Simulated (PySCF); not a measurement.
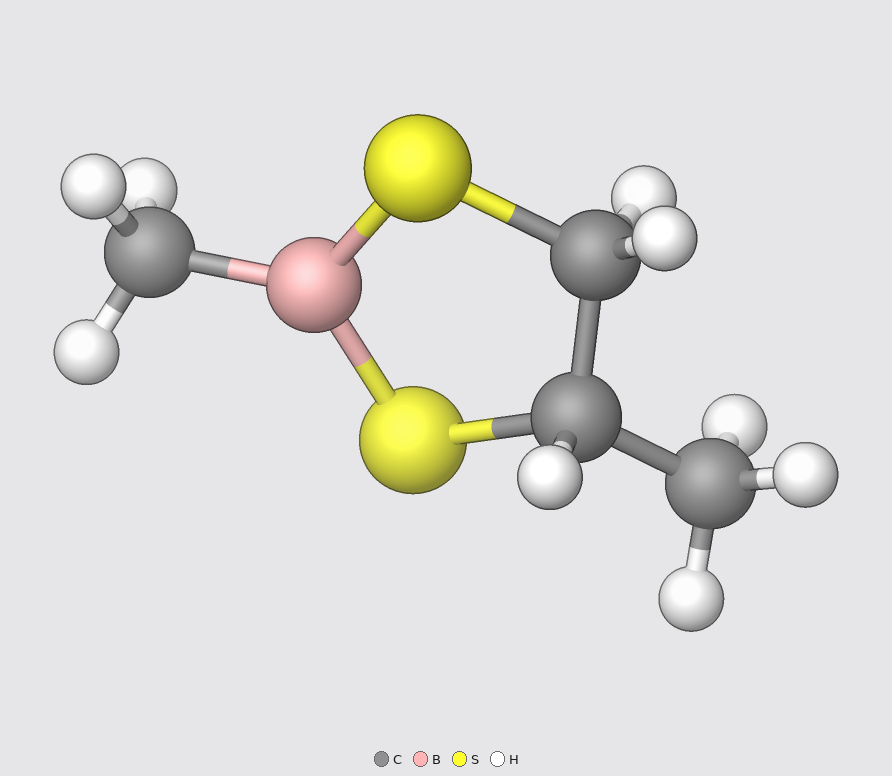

The picture shows a molecular structure as a ball-and-stick model.

Computed geometry: GFN2-xTB optimisation. No frequency run is at hand to confirm it as a minimum.

Description:

The molecule is C₄H₉BS₂. SMILES: `CB1SC[C@H](C)S1`. Independent rings (smallest set): 1 of 5 members. The point group is C1. Coordination: 4 C tetrahedral; 1 B trigonal planar; 2 S bent.

More results for the same structure follow; atom numbers are the same in all pictures, views and colours differ.

## Geometry

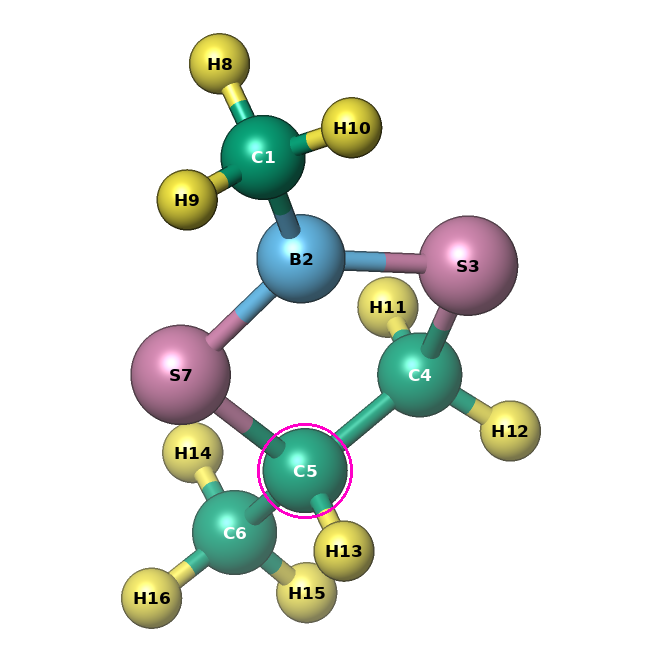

Distant atoms are faded towards the background colour. Circles mark the stereogenic atoms. No frequency run is at hand to confirm it as a minimum.

Give the R/S and E/Z labels.

C5: S (priorities S7 > C4 > C6 > H13).

## Polarisability

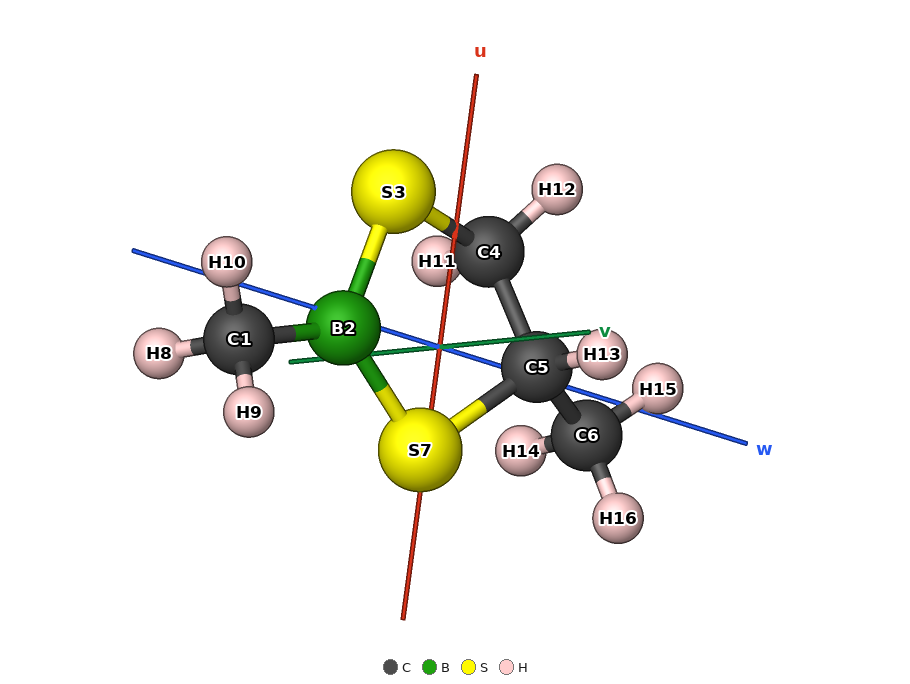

The lines u, v and w are the principal axes of the static dipole polarisability. No frequency run is at hand to confirm it as a minimum. Method: PBE0/def2-SVPD (PySCF 2.14.0).

Along which axis is the molecule most polarisable, and along which least?

Most along w (close to the long direction C1···C6), least along v.

Give the three principal values.

u 104.3, v 76.1, w 120.8 bohr³; mean 100.4, anisotropy 39.2 bohr³.

## NMR shielding

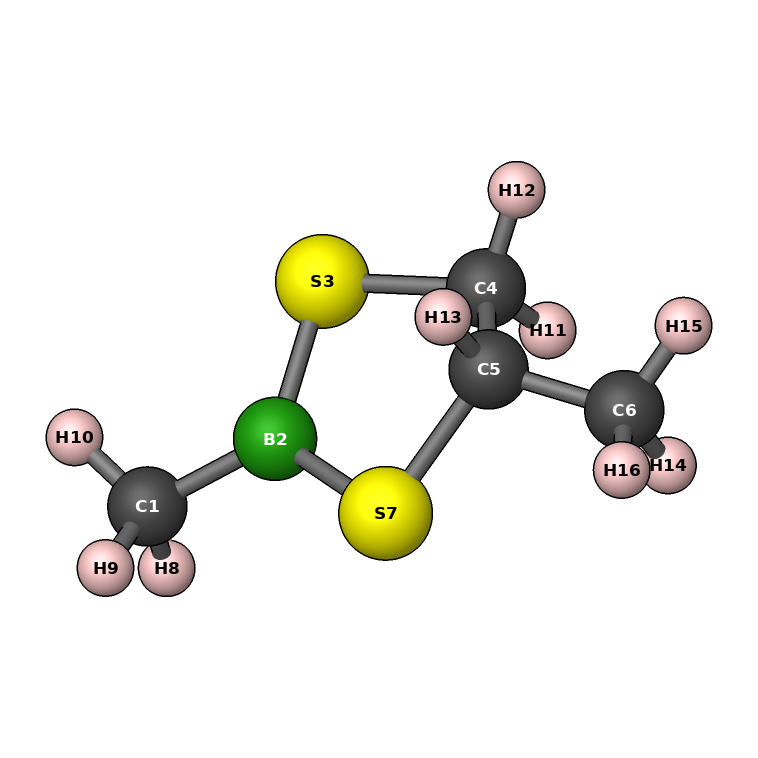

No frequency run is at hand to confirm it as a minimum. Properties computed with GIAO PBE0/pcSseg-1 NMR shielding, non-relativistic, gas phase (PySCF 2.14.0). Principal shieldings σ11 ≤ σ22 ≤ σ33, span Ω = σ33 − σ11, skew κ = 3(σiso − σ22)/Ω.

Which S atom has the most anisotropic shielding?

S3, with a span of 252 ppm.

Give the shielding tensors of the S atoms.

| atom | σ11 | σ22 | σ33 | σiso | Ω | κ |
| --- | --- | --- | --- | --- | --- | --- |
| S3 | 323.0 | 345.5 | 575.0 | 414.5 | 252.1 | 0.82 |
| S7 | 285.5 | 344.3 | 504.7 | 378.2 | 219.2 | 0.46 |

Shieldings and span in ppm.

## Excitation

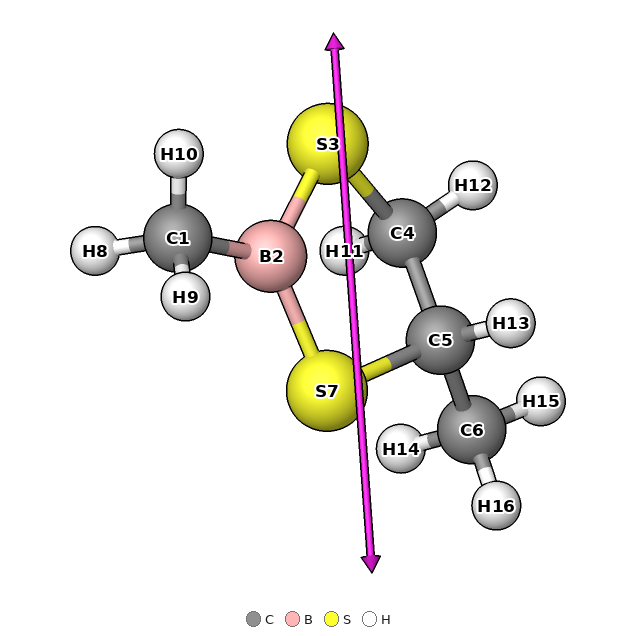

The double arrow shows the direction of the transition dipole to excited singlet state 1 (its length means nothing). No frequency run is at hand to confirm it as a minimum. Properties computed with TDDFT PBE0/def2-SVPD, vertical, gas phase, core orbitals frozen in the response (PySCF 2.14.0).

Give its energy, strength and character.

5.33 eV (233 nm), oscillator strength 0.073, mainly HOMO → LUMO (weight 0.75); transition dipole 1.90 D.

The geometry is semi-empirical. Around B such bond lengths and angles can be off by a tenth of an ångström or more and by several degrees, and values that hang on the shape move with them.
